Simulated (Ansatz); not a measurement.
# Sn wire along [100], 21 atoms a period, H-terminated: bands by functional, part 2 of 2

What gap, if any, does the Sn wire along [100], 21 atoms a period, H-terminated have, and how does it change with the functional?

Ansatz 0.2.0; DFT PBE, plane waves, PAW; relaxation of a wire's period; PAW set soft_1 (the session's first sound run).

So far: Starting point; Relaxing the period.

**2. Relaxing the period (continued)**

The steps of the relaxation:

```csv
step,energy less that of the first step (eV),largest force component (eV/Å),pressure (GPa),volume (Å³)
1,0.0000,0.1694,-0.36,2349.38
2,0.1221,0.7398,0.30,2339.68
3,-0.1825,0.0525,-0.11,2347.77
4,-0.2176,0.0450,-0.01,2350.67
5,-0.2487,0.0652,0.00,2355.60
6,-0.2643,0.0248,0.00,2353.72
7,-0.2747,0.0294,-0.01,2351.21
8*,-0.2749,0.0294,-0.01,2351.21
```

Relaxation steps marked * repeat the geometry before them on a plane-wave basis chosen anew for their cell, so energy and pressure can jump there. Relaxation step 2 was tried and not accepted.

Forces are held to the 8 operations that the run works with; a distortion that breaks them can't arise in this run.

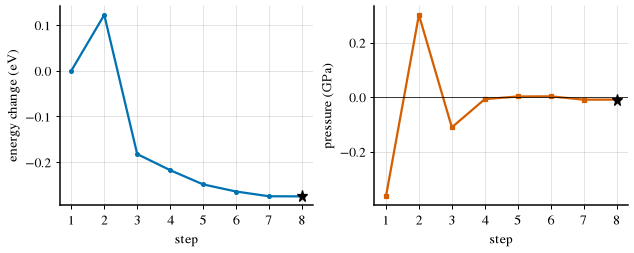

Energy and pressure along the relaxation. Stars mark steps on a basis chosen anew.

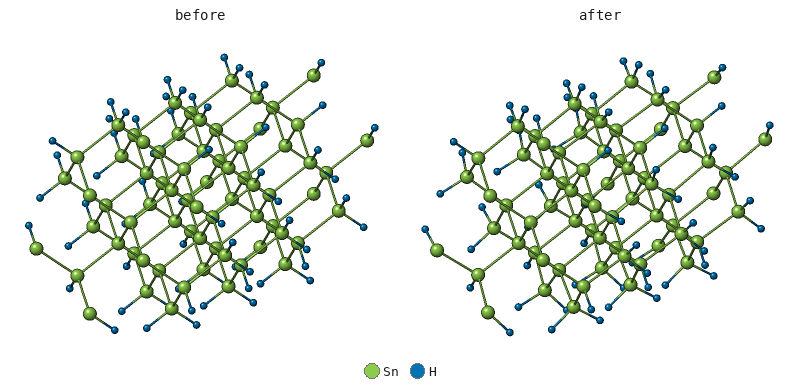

The structure before and after the relaxation, drawn at the same scale.

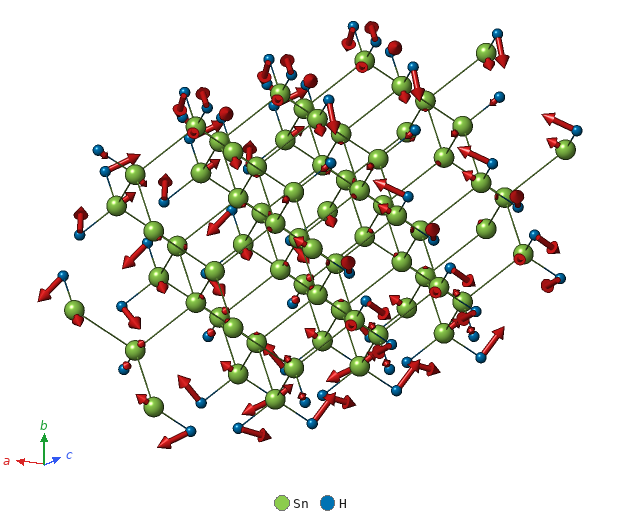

Displacements in the relaxation, exaggerated, measured against the changing cell; the longest in the cell stands for 0.31 Å. 1×1×3 cells are drawn. Some periodic images of atoms are drawn too.

```csv
cell as run,before,after,change
c (Å),6.650,6.655,+0.1 %
```

The atoms that moved most (Å, along periodic axes as changes of fractional coordinates times the final cell, across vacuum about the mean position):

```csv
atom,dx,dy,dz,length
H38,0.242,0.136,-0.141,0.311
H40,0.136,0.242,-0.141,0.311
H31,-0.136,0.242,0.141,0.311
H30,0.242,-0.136,0.141,0.311
H32,0.136,-0.242,0.141,0.311
H33,-0.242,0.136,0.141,0.311
H39,-0.136,-0.242,-0.141,0.311
H41,-0.242,-0.136,-0.141,0.311
```

This step gave:

| Quantity | Value |
| --- | --- |
| cell length along the wire | 6.655 Å |

The cell's length comes to 6.655 Å with spin left out.

**3. The wire at its relaxed period**

This step: DFT PBE, plane waves, PAW; bands of a perfect wire; PAW set soft_1 (Ansatz 0.2.0).

At the relaxed period the bands are computed along the axis; those that cross an energy going forward count the channels that a perfect wire would open there.

input.yaml

```yaml
crystal:
  lattice:
    - [18.796, 0.0, 0.0]
    - [0.0, 18.796, 0.0]
    - [0.0, 0.0, 6.6551964455]
  atoms:
    - { symbol: Sn, position: [0.239064299, 0.592378638, 0.987519419] }
    - { symbol: Sn, position: [0.412704258, 0.412704258, 0.999838065] }
    - { symbol: Sn, position: [0.407606782, 0.760921121, 0.987519419] }
    - { symbol: Sn, position: [0.592378638, 0.239064299, 0.987519419] }
    - { symbol: Sn, position: [0.587281161, 0.587281161, 0.999838065] }
    - { symbol: Sn, position: [0.760921121, 0.407606782, 0.987519419] }
    - { symbol: H, position: [0.272028277, 0.272028277, 0.102752377] }
    - { symbol: H, position: [0.727957142, 0.727957142, 0.102752377] }
    - { symbol: H, position: [0.175287595, 0.54417236, 0.11760117] }
    - { symbol: H, position: [0.45581306, 0.824697824, 0.11760117] }
    - { symbol: H, position: [0.54417236, 0.175287595, 0.11760117] }
    - { symbol: H, position: [0.824697824, 0.45581306, 0.11760117] }
    - { symbol: Sn, position: [0.32585886, 0.32585886, 0.251736191] }
    - { symbol: Sn, position: [0.32585886, 0.67412656, 0.248263809] }
    - { symbol: Sn, position: [0.49999271, 0.49999271, 0.25] }
    - { symbol: Sn, position: [0.67412656, 0.32585886, 0.248263809] }
    - { symbol: Sn, position: [0.67412656, 0.67412656, 0.251736191] }
    - { symbol: H, position: [0.175287595, 0.45581306, 0.38239883] }
    - { symbol: H, position: [0.45581306, 0.175287595, 0.38239883] }
    - { symbol: H, position: [0.54417236, 0.824697824, 0.38239883] }
    - { symbol: H, position: [0.824697824, 0.54417236, 0.38239883] }
    - { symbol: H, position: [0.272028277, 0.727957142, 0.397247623] }
    - { symbol: H, position: [0.727957142, 0.272028277, 0.397247623] }
    - { symbol: Sn, position: [0.239064299, 0.407606782, 0.512480581] }
    - { symbol: Sn, position: [0.407606782, 0.239064299, 0.512480581] }
    - { symbol: Sn, position: [0.412704258, 0.587281161, 0.500161935] }
    - { symbol: Sn, position: [0.587281161, 0.412704258, 0.500161935] }
    - { symbol: Sn, position: [0.592378638, 0.760921121, 0.512480581] }
    - { symbol: Sn, position: [0.760921121, 0.592378638, 0.512480581] }
    - { symbol: H, position: [0.193752818, 0.350543655, 0.673095919] }
    - { symbol: H, position: [0.350543655, 0.193752818, 0.673095919] }
    - { symbol: H, position: [0.649441764, 0.806232601, 0.673095919] }
    - { symbol: H, position: [0.806232601, 0.649441764, 0.673095919] }
    - { symbol: Sn, position: [0.324531939, 0.49999271, 0.75] }
    - { symbol: Sn, position: [0.49999271, 0.324531939, 0.75] }
    - { symbol: Sn, position: [0.49999271, 0.675453481, 0.75] }
    - { symbol: Sn, position: [0.675453481, 0.49999271, 0.75] }
    - { symbol: H, position: [0.193752818, 0.649441764, 0.826904081] }
    - { symbol: H, position: [0.350543655, 0.806232601, 0.826904081] }
    - { symbol: H, position: [0.649441764, 0.193752818, 0.826904081] }
    - { symbol: H, position: [0.806232601, 0.350543655, 0.826904081] }
kpoints:
  mp_grid: { grid: [1, 1, 13] }
  band_path: { path: ["Γ", Z], npoints: 90 }
scf:
  occupations: { method: fermi_dirac, width: 0.05 }
hamiltonian:
  xc: pbe
  pseudopotentials: { kind: paw, azcp: { folder: soft_1 } }
output:
  dos: { e_range: [-5, 4] }
  write_potential: true
  write_density: true
  volumetric_format: npy
```

Run with:

```
> ansatz run input.yaml --threads 4 --pin off --max-ram 16384MiB --backend cpu --events-out ev --progress --plain --runs-dir out
```

Numbers of over 12 decimals in the logs are rounded to 6 here.

The program printed:

```text
[...]
Crystal: 41 atoms, lattice volume = 2351.212 Å³
Basis set: ecut = 420 eV, 46011 PW (Γ)
Bands: 198, of which v1, the nominal top of the filled ones, is band 157 counted from 1 (156 counted from 0)
Symmetry: 8 space group operations
[...]
k-points: 7 of 13
[...]
SCF iter   1: F=—  HF=-126824.662150 eV  |F-HF|=—  |Δ(HF+E_count)|=         —  Δρ=2.87e-2  dr2=2.02e1  ethr=3.10e-3  ⟨swp⟩=7.0  Hψ=6480  notcnv=0  defer=59
[...]
SCF iter  10: F=-126819.019084 eV  HF=-126819.019084 eV  |F-HF|=2.02e-8  |Δ(HF+E_count)|=   5.85e-7  Δρ=1.13e-6  dr2=5.56e-8  ethr=3.18e-11  ⟨swp⟩=15.9  Hψ=7656  notcnv=0
SCF 1 converged in 10 iterations: F = -126819.019084 eV  dr2 = 5.56e-8
[...]
NSCF: frozen V_eff on 91 k-points
WARN: pass on a band path, mesh or list of k-points: the 91 k-points are solved 32 at a time at the most, because the 14.40 GiB of host memory that the pass is priced against does not hold them all with the solver's workspace as planned. The pass can take longer, above all where fewer k-points are solved at a time than the run has threads. As a rule a larger memory budget leaves room for more at once. The budget is what a run with no `--max-ram-frac` typed is planned for, 0.8 of the host's memory or its container's limit. More memory there lifts it, and so does a share over 0.88 that is typed (of such a share the budget is ten elevenths): [rest of the remark cut]
WARN: The output density's exchange-correlation potential varies sharply where the density is thin. Do not read a vacuum level from v_tot or v_xc, or from such a field of the output density. On a cell that repeats whose density bears no net charge and no dipole along the vacuum's axis use v_es (v_loc + v_h of the components); under efield.dipole_correction with no amplitude use v_es + v_field, which holds any externa [...]
SCF converged after 10 iterations
Free energy (F): -126819.019084 eV
[...]
Internal energy: -126819.019084 eV  (E = F + TS)
E sigma→0 (E₀):  -126819.019084 eV
Entropy (-TS):   -0.000000 eV (-0.000 meV/atom)
Fermi energy:    -0.580213 eV
[...]
--- Band table (eV; the first three rows and the last of 7) ---
  k-point 0: bands = [... 153 lower, -1.7120, -1.6445, -1.6445, -1.4514, 0.2738, 0.9861, 1.0532, 1.0948, ... 37 higher]
  k-point 1: bands = [... 153 lower, -1.7435, -1.6376, -1.6376, -1.4790, 0.3100, 1.0317, 1.0571, 1.0777, ... 37 higher]
  k-point 2: bands = [... 153 lower, -1.8246, -1.6188, -1.6188, -1.5543, 0.4047, 0.8988, 0.8988, 1.0389, ... 37 higher]
  k-point 6: bands = [... 153 lower, -1.9239, -1.9001, -1.8176, -1.8176, 0.5040, 0.5565, 0.5770, 0.5770, ... 37 higher]
```

Wall time 25 min (4 threads of Arm Neoverse V1, shared host); peak memory 13 GiB; 1.6 h of CPU time.

The column dr2 measures how far the density is from self-consistency, as an energy; F and HF (Harris–Foulkes) agree once it is small.

Numbers from this step:

| Property | Result |
| --- | --- |
| band gap | 1.725 eV |

Electronic bands along the path, in eV, zero at the Fermi level; v1 is the highest filled band, c1 the lowest empty one:

```csv
point,v4,v3,v2,v1,c1,c2,c3,c4
Γ,-1.13,-1.06,-1.06,-0.87,0.85,1.57,1.63,1.68
Z,-1.36,-1.31,-1.28,-1.28,1.09,1.11,1.16,1.16
```

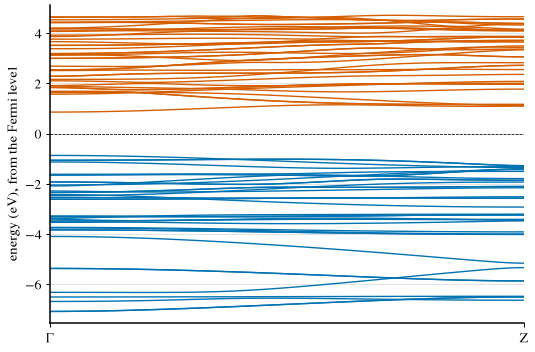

Electronic bands along the path; lines of filled and empty bands in two colours.

The gap is 1.73 eV, with spin left out.

The path shows a direct gap of 1.73 eV (valence top at Γ, conduction bottom at Γ).

**4. Another level of theory, cutoff 500 eV, k-mesh 1×1×10**

This step: DFT r2SCAN, plane waves, PAW; bands of a perfect wire at the PBE geometry; PAW set soft_1 (Ansatz 0.2.0).

The atoms stay at the PBE geometry and the functional changes. r2SCAN also reads the kinetic-energy density; it often gives larger moments and wider gaps than PBE, at a higher cost. Against the first PBE run of this kind, the cutoff is 500 eV against 420 and the mesh along the wire has 10 points against 13.

Edit input.yaml of step 3 so:

```diff
@@ -48,3 +48,3 @@
 kpoints:
-  mp_grid: { grid: [1, 1, 13] }
+  mp_grid: { grid: [1, 1, 10] }
   band_path: { path: ["Γ", Z], npoints: 90 }
@@ -53,8 +53,3 @@
 hamiltonian:
-  xc: pbe
+  xc: r2scan
   pseudopotentials: { kind: paw, azcp: { folder: soft_1 } }
-output:
-  dos: { e_range: [-5, 4] }
-  write_potential: true
-  write_density: true
-  volumetric_format: npy
```

The program printed:

```text
[...]
Crystal: 41 atoms, lattice volume = 2351.212 Å³
Basis set: ecut = 500 eV, 59633 PW (Γ), exchange–correlation on 576×576×200 points (64 copies of the dense FFT grid, shifted against one another)
Bands: 198, of which v1, the nominal top of the filled ones, is band 157 counted from 1 (156 counted from 0)
Symmetry: 8 space group operations
[...]
k-points: 6 of 10
[...]
SCF iter   1: F=—  HF=-127126.086711 eV  |F-HF|=—  |Δ(HF+E_count)|=         —  Δρ=2.73e-2  dr2=1.80e1  dr2_τ=1.43e-1  ethr=3.10e-3  ⟨swp⟩=6.7  Hψ=4990  notcnv=0  defer=64
[...]
SCF iter  10: F=-127122.851076 eV  HF=-127122.851076 eV  |F-HF|=5.98e-8  |Δ(HF+E_count)|=   1.47e-6  Δρ=1.13e-6  dr2=6.10e-8  dr2_τ=1.20e-9  ethr=3.18e-11  ⟨swp⟩=16.8  Hψ=6641  notcnv=0
SCF 1 converged in 10 iterations: F = -127122.851076 eV  dr2 = 6.10e-8
[...]
SCF converged after 10 iterations
Free energy (F): -127122.851076 eV
[...]
Internal energy: -127122.851076 eV  (E = F + TS)
E sigma→0 (E₀):  -127122.851076 eV
Fermi energy:    -0.590199 eV
[...]
--- Band table (eV; the first three rows and the last of 6) ---
  k-point 0: bands = [... 153 lower, -1.9089, -1.8243, -1.8243, -1.6292, 0.4377, 1.0281, 1.1091, 1.1603, ... 37 higher]
  k-point 1: bands = [... 153 lower, -1.9621, -1.8127, -1.8127, -1.6746, 0.4929, 1.1082, 1.1226, 1.1402, ... 37 higher]
  k-point 2: bands = [... 153 lower, -2.0843, -1.7937, -1.7892, -1.7892, 0.6184, 0.9074, 0.9074, 1.0881, ... 37 higher]
  k-point 5: bands = [... 153 lower, -2.1471, -2.1013, -2.0595, -2.0595, 0.6233, 0.6375, 0.6861, 0.6861, ... 37 higher]
```

Wall time 37 min (4 threads); peak memory 12 GiB; 2.4 h of CPU time.

Numbers from this step:

```
band gap : 2.067 eV
```

The electronic bands at the labelled points (eV, zero at the Fermi level; v1 is the highest filled band, c1 the lowest empty one):

```csv
point,v4,v3,v2,v1,c1,c2,c3,c4
Γ,-1.32,-1.23,-1.23,-1.04,1.03,1.62,1.70,1.75
Z,-1.56,-1.51,-1.47,-1.47,1.21,1.23,1.28,1.28
```

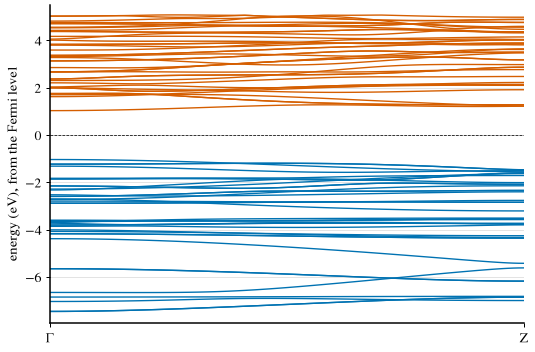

Electronic bands along the path; lines of filled and empty bands in two colours.

The gap is 2.07 eV, against 1.73 eV under PBE at the relaxed period.

**5. Results**

| Quantity | Value |
| --- | --- |
| cell length, PBE | 6.655 Å |
| gap, PBE | 1.73 eV |
| gap, r2SCAN | 2.07 eV |

In words: Under PBE the cell's length is 6.66 Å, and a gap of 1.73 eV makes it a semiconductor. At the relaxed period the wire is gapped under every functional, from 1.73 eV (PBE) to 2.07 eV (r2SCAN). Weak screening in one dimension makes quasiparticle gaps larger than the semilocal gaps, as a rule.

[Logs are printed without paths, hosts, clocks, repeated set-up lines and the standing remarks that a program may print on its own settings, such as how far it seeks lower states.]

[Hosts, paths, dates, database ids (printed as entryN), source tags and the programs' standing remarks are cut or masked in the printed files.]
